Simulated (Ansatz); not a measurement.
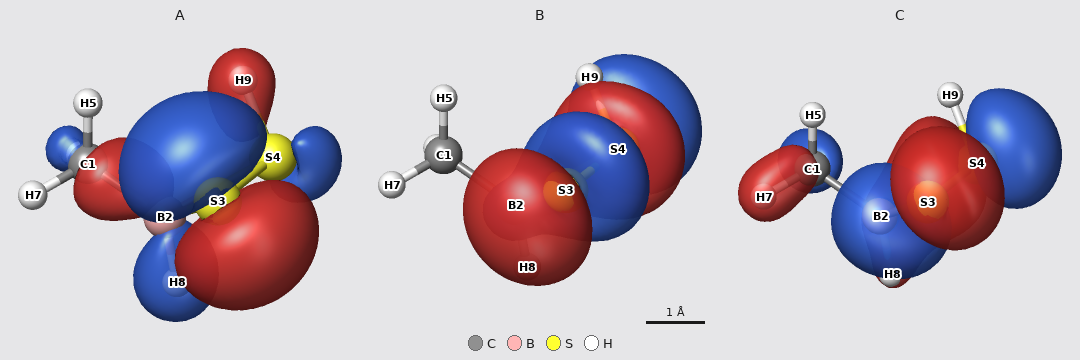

Figure. CH₅BS₂. Three frontier orbitals at ±0.1 Å⁻³ᐟ² (blue and red are the two phases), in no order.

Geometry: PBE0-D4/def2-TZVP.

All numbers below come from RKS PBE0-D4/def2-TZVPP in Ansatz.

```xyz
9

C    -0.5585    0.6258    0.6924
B    -0.4055   -0.4314   -0.4652
S     0.6067   -2.0152   -0.1622
S     1.4240   -0.5316   -1.3190
H     0.2884    0.6436    1.3847
H    -0.7146    1.6373    0.3061
H    -1.4481    0.3768    1.2811
H    -1.1989   -0.5219   -1.3562
H     2.0950    0.1700   -0.3786
```

Order the three orbitals by energy and name them.

C is the HOMO−1 (−8.09 eV). By Hirshfeld shares it lies mainly on S3 (about 40 %), S4 (about 30 %) and B2 (about 15 %); π-antibonding (π*) across S3–S4. A is the HOMO (−7.08 eV). Its weight (Hirshfeld) is mainly on S3 (about 70 %), S4 (about 10 %) and B2 (about 5 %); largely a lone pair of S3. B is the LUMO (−1.52 eV). Its weight (Hirshfeld) is mainly on S3 (about 50 %) and S4 (about 40 %).

What is the HOMO–LUMO gap?

5.56 eV between the orbital energies.
